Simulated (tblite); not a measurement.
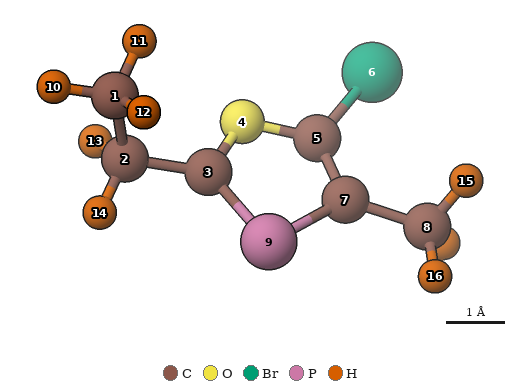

**Figure 1.** The structure (ball-and-stick view, seen at a tilt; atoms are numbered from 1 in the order of the input).

**Frequency calculation of C6H8BrOP**

C6H8BrOP, SMILES CCc1oc(Br)c(C)p1, computed with GFN2-xTB harmonic vibrations, gas phase (tblite 0.8.0).

## What the program printed
```
mode    cm-1     km/mol
  1     -35.7      0.53
  2      30.6      0.13
  3      94.3      0.20
  4     140.9      1.16
  5     143.9      1.43
  6     188.2      0.35
  7     226.0      0.08
  8     244.9      0.26
  9     316.9      3.47
 10     361.9      0.14
 11     362.5      0.22
 12     468.2      0.33
 13     513.3      2.57
 14     565.6      2.39
 15     692.8      5.61
 16     752.6     20.67
 17     798.1      0.79
 18     818.5      0.84
 19    1007.4     16.30
 20    1018.7      6.44
 21    1031.6      1.72
 22    1038.7     41.78
 23    1073.6     10.01
 24    1180.0     35.58
 25    1191.7     21.90
 26    1206.7     23.38
 27    1258.6     10.69
 28    1275.2     29.27
 29    1323.7      4.68
 30    1405.2      4.06
 31    1405.6      9.51
 32    1455.6      1.55
 33    1468.9     11.28
 34    1471.7      8.38
 35    1493.7      5.92
 36    1498.0      3.43
 37    1535.0     42.39
 38    2971.7     17.80
 39    2991.5     11.12
 40    2996.5     12.31
 41    3009.4     18.85
 42    3034.3     26.02
 43    3040.6     31.18
 44    3042.8     29.53
 45    3044.6      7.56
```

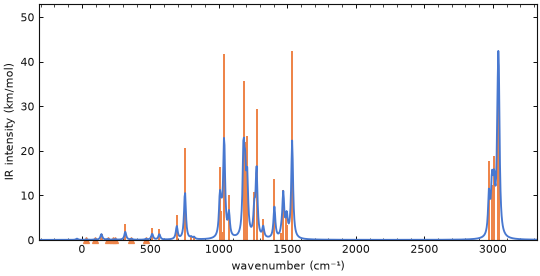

**Figure 2.** Harmonic infrared spectrum, unscaled: sticks (degenerate modes added up, dark ones marked on the axis) with a Lorentzian envelope of 16 cm⁻¹ full width, scaled to the tallest stick; imaginary modes are drawn at negative wavenumbers. 45 modes from 36i to 3045 cm⁻¹, 1 imaginary beyond 8i (36i cm⁻¹): not a clean minimum; so soft a mode can be a shallow saddle, an incomplete relaxation or noise of the force constants. The strongest line is at 1535 cm⁻¹ (42 km/mol).

This output came from the following input.

## Input
```
{"job": {"kind": "ir", "xc": "GFN2-xTB", "basis": "xTB"}, "charge": 0, "multiplicity": 1}
C     -2.867126    -0.283962     0.504318
C     -2.056458    -0.280173    -0.794574
C     -0.597866    -0.133525    -0.515793
O     -0.156378     1.113789    -0.270314
C      1.149010     1.104982     0.009244
Br     1.907451     2.790438     0.368723
C      1.782185    -0.094832     0.003133
C      3.231946    -0.294095     0.288311
P      0.597856    -1.363562    -0.400986
H     -3.925558    -0.395513     0.283457
H     -2.721317     0.647658     1.046153
H     -2.552354    -1.109558     1.139260
H     -2.385911     0.548384    -1.425861
H     -2.217009    -1.217762    -1.328822
H      3.479349     0.079173     1.282137
H      3.484569    -1.350019     0.235378
H      3.840613     0.250608    -0.433675
```

The first line tells a small driver script what to run in tblite; the rest is the geometry in Å.

Run as:
```bash
OMP_NUM_THREADS=1 python <driver script> task.json out
```

## Results in brief

```json
{"quantity": "outcome", "value": "converged"}
{"quantity": "total energy", "value": "−750.6686 eV"}
{"quantity": "zero-point energy", "value": "78.8980 kcal/mol"}
{"quantity": "hardware", "value": "1 CPU thread, shared host"}
{"quantity": "wall time", "value": "0.77 s"}
{"quantity": "peak memory", "value": "0.18 GiB"}
```
